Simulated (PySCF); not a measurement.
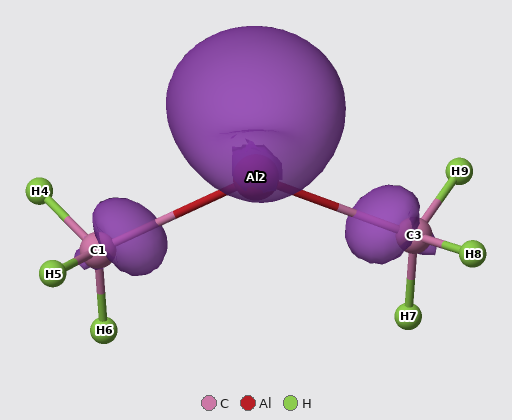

Figure 1: C$_{2}$H$_{6}$Al, doublet, SMILES `C[Al]C`. Spin density ρα − ρβ at ±0.05 e/Å³ (purple: excess α, green: excess β).

Computed with PySCF, HF/def2-SVP, geometry: GFN2-xTB. No frequency check shows the geometry to be a minimum. The stability of the open-shell solution wasn't checked. GFN2-xTB doesn't know the spin state, so this open-shell geometry is rough.

Cartesian coordinates (Å):

```
C1       1.8160   -0.3382   -0.0003
Al2      0.0001    0.5516   -0.0000
C3      -1.8161   -0.3381    0.0003
H4       2.4123   -0.0617    0.8779
H5       2.4120   -0.0619   -0.8788
H6       1.7478   -1.4329    0.0031
H7      -1.7479   -1.4329   -0.0030
H8      -2.4124   -0.0618   -0.8779
H9      -2.4120   -0.0617    0.8787
```

Give the atomic spin populations that go with this picture.

Answer. Hirshfeld spin populations: Al2 +0.81 and C1 and C3 +0.08. ⟨S²⟩ = 0.75, as for a pure state.

The PySCF run took 1.7 s on 1 thread of Intel(R) Xeon(R) Platinum 8488C (Sapphire Rapids), with other jobs on the host, peak memory 0.31 GiB.
